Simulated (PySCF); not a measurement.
```yaml
atoms:
  - { symbol: C, position_ang: [-3.4100, -0.3594, 0.6194] }
  - { symbol: O, position_ang: [-2.3709, -0.8819, -0.1699] }
  - { symbol: C, position_ang: [-1.1074, -0.4034, 0.0401] }
  - { symbol: C, position_ang: [-0.7068, 0.5262, 0.9108] }
  - { symbol: B, position_ang: [0.7985, 0.8724, 1.0055] }
  - { symbol: N, position_ang: [1.6196, 0.4461, -0.0294] }
  - { symbol: C, position_ang: [3.0262, 0.7366, -0.1454] }
  - { symbol: C, position_ang: [1.0667, -0.2249, -1.1939] }
  - { symbol: C, position_ang: [-0.1066, -1.1263, -0.8240] }
  - { symbol: H, position_ang: [-4.3118, -0.8914, 0.3204] }
  - { symbol: H, position_ang: [-3.5434, 0.7130, 0.4435] }
  - { symbol: H, position_ang: [-3.2220, -0.5264, 1.6850] }
  - { symbol: H, position_ang: [-1.4314, 1.0073, 1.5527] }
  - { symbol: H, position_ang: [1.2569, 1.4725, 1.9026] }
  - { symbol: H, position_ang: [3.2263, 1.3572, -1.0262] }
  - { symbol: H, position_ang: [3.6088, -0.1862, -0.2412] }
  - { symbol: H, position_ang: [3.3617, 1.2705, 0.7398] }
  - { symbol: H, position_ang: [1.8460, -0.8300, -1.6704] }
  - { symbol: H, position_ang: [0.7360, 0.5290, -1.9249] }
  - { symbol: H, position_ang: [-0.6029, -1.4871, -1.7256] }
  - { symbol: H, position_ang: [0.2575, -1.9969, -0.2694] }
```

Geometry: GFN2-xTB.

The calculation used PBE0/pcSseg-1, SCF density, gas phase, non-relativistic (PySCF).

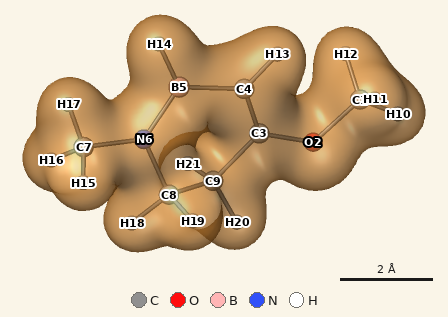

C$_{6}$H$_{12}$BNO (SMILES COC1=CBN(C)CC1). Isosurface of the total electron density at 0.2 e/Å³ (orange), seen at a tilt.

Question: What does this surface tell about the bonding?

Answer: At this value the surface is in one piece. It bridges the sampled C–C (1.34 Å), C–O (1.37 Å), B–N (1.39 Å) and C–N (1.44 Å) contacts, where the density stays above the isovalue. On the grid the lowest density along these lines, outside the cores, is 2.3 e/Å³ (C–C, 1.34 Å), 1.9 e/Å³ (C–O, 1.37 Å), 1.6 e/Å³ (B–N, 1.39 Å) and 1.9 e/Å³ (C–N, 1.44 Å).
